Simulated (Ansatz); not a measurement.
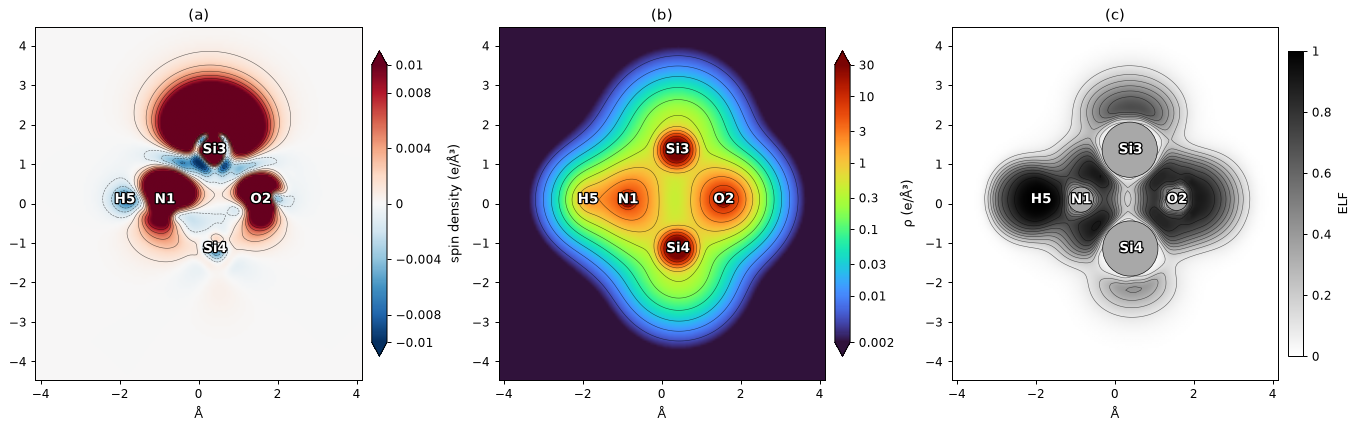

H4NOSi2 (doublet). (a) spin density (α minus β); (b) total electron density; (c) electron localisation function on the plane of atoms O2, Si4 and Si3. Grey discs cover the atomic cores in the ELF map.

Geometry: PBE-D3(BJ)/def2-SVP.

Theory: isolated molecule in a Gaussian basis; Kohn-Sham density functional theory, functional PBE0 (Ansatz 0.2.0).

The calculation's input:

```
basis:
  gaussian: {orbitals: def2-TZVPD}
crystal:
  periodic: [false, false, false]
  atoms:
    - {symbol: "N", position_ang: [1.743823, -0.062566, 0.728354]}
    - {symbol: O, position_ang: [0.091322, -0.502682, -0.990533]}
    - {symbol: Si, position_ang: [-0.019397, -0.235857, 0.713049]}
    - {symbol: Si, position_ang: [1.784369, -0.276075, -1.021593]}
    - {symbol: H, position_ang: [2.415165, 0.244815, 1.431994]}
    - {symbol: H, position_ang: [-0.551318, -1.484270, 1.415735]}
    - {symbol: H, position_ang: [2.514533, -1.497767, -1.507495]}
    - {symbol: H, position_ang: [2.219276, 0.912851, -1.832153]}
magnetization: {spin_polarized: true, initial_magnetization: 1}
hamiltonian: {xc: pbe0}
output: {forces: true, orbitals: {seedname: orbitals}}
```

Run with:

```sh
ansatz run input.yaml --threads 2 --pin off --max-ram 4350MiB --events-out events.jsonl --progress --plain --runs-dir runs
```

Interpret the plot.

- The section cuts through N, O, Si and H sites.
- Si–O (1.71 Å): ρ at the midpoint is about 1 e/Å³; the ELF peaks at about 0.85 between the atoms: a polar covalent bond.
- Si–N (1.76 Å): the density is about 1 e/Å³ at the midpoint; the ELF peaks at about 0.90 between the atoms: a polar covalent bond.
- Si–Si (2.50 Å): ρ is about 0.42 e/Å³ halfway; the ELF is about 0.20 at the midpoint.
- N–H (1.02 Å): ρ is about 2.8 e/Å³ halfway; the ELF climbs to about 1 towards the hydrogen, as it does in any bond to H: a covalent bond by its length.
- The ELF also peaks beside O2, away from the bonds: non-bonding electrons, paired or unpaired.
- The unpaired spin (1 electron) lies mostly on Si3 (about 0.7), H6 (about 0.1) and N1 (about 0.1), in electrons by Hirshfeld's partition.
